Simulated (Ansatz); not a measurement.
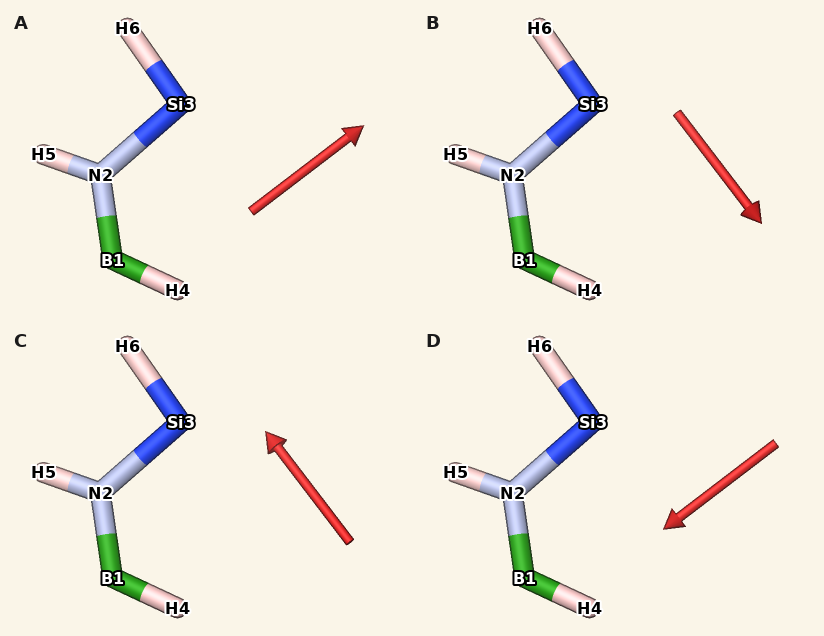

The same molecule four times, each with an arrow. The species is neutral and a spin doublet. The geometry was computed by an optimisation with PBE0-D4/def2-TZVP. No frequency run is at hand to confirm it as a minimum. Properties computed with UKS PBE0-D4/def2-TZVP (Ansatz 0.2.0).

Question: Which arrow points along the dipole moment, from the negative to the positive end?

Answer: C. The dipole moment is 1.45 D; it points from the side of H4 to the side of H6 (the outermost atoms at the two ends).
